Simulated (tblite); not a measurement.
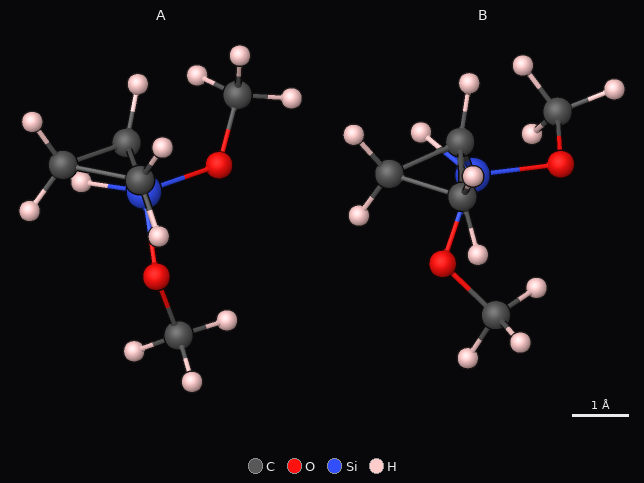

Two geometries of C5H12O2Si, drawn at one scale. One is the start of a relaxation, the other its converged end. Style: ball-and-stick. Shown from a free direction.

Computed with GFN2-xTB geometry optimisation, gas phase (tblite). 

### Which geometry has the lower energy?

Structure A is the relaxed one. Over 163 geometry steps the energy falls by 23.8 kcal/mol. The largest move after the best rigid fit is that of an H atom, 1.19 Å. Largest moves by element: H 1.19 Å, O 0.76 Å, C 0.42 Å, Si 0.33 Å. Near-neighbour distances that change, for instance: O–Si 1.698 → 1.616 Å, O–Si 1.708 → 1.630 Å, C–H 1.119 → 1.079 Å, C–H 1.129 → 1.091 Å. Among the angles between lasting bonds that change: Si–O–C 106.4° → 128.4°, C–O–Si 114.8° → 128.5°, Si–C–C 110.0° → 120.7°. Groups turn about C–O by about 75°, O–Si by about 60°, O–Si by about 55°. The run took 1.4 s on 1 thread of Arm Neoverse V1, with other jobs on the host.
